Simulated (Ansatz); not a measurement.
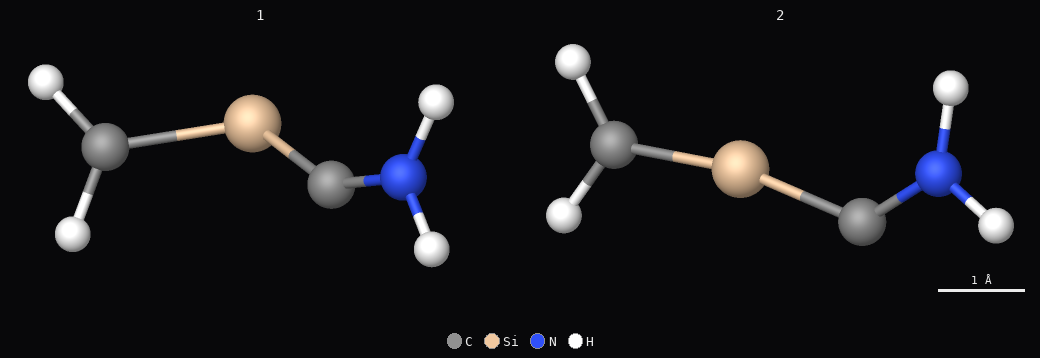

Two geometries of C2H4NSi (charge +1), drawn at one scale. One is the start of a relaxation, the other its converged end. Style: ball-and-stick. Shown at a tilt.

The calculation used RKS PBE0-D4/def2-TZVP (Ansatz 0.2.0). (force threshold 0.005 eV/Å; at most 200 steps)

Q: Which geometry has the lower energy?

A: Structure 1 is the relaxed one. The Si atom moves most after the best rigid fit: 0.90 Å. By element the largest moves are Si 0.90 Å, H 0.76 Å, C 0.52 Å, N 0.19 Å. Some distances before and after: C–Si 1.802 → 1.734 Å, C–N 1.284 → 1.264 Å, C–H 1.082 → 1.088 Å, C–Si 1.747 → 1.742 Å. Bond angles that change, for instance: C–Si–C 169.2° → 117.1°, Si–C–N 133.4° → 151.1°, C–N–H 128.2° → 124.3°. The energy falls by 11.2 kcal/mol in 25 accepted moves (28 points after the start). Largest force component: 1.3 eV/Å at the start, 0.0033 eV/Å at the end. The line search rejected the trial steps at points 10, 13, 17 of the run. The forces were under the threshold at step 11, but the run went on from there. The run took 76 s on 2 threads of AMD EPYC 7R43 64-Core, with other jobs on the host.
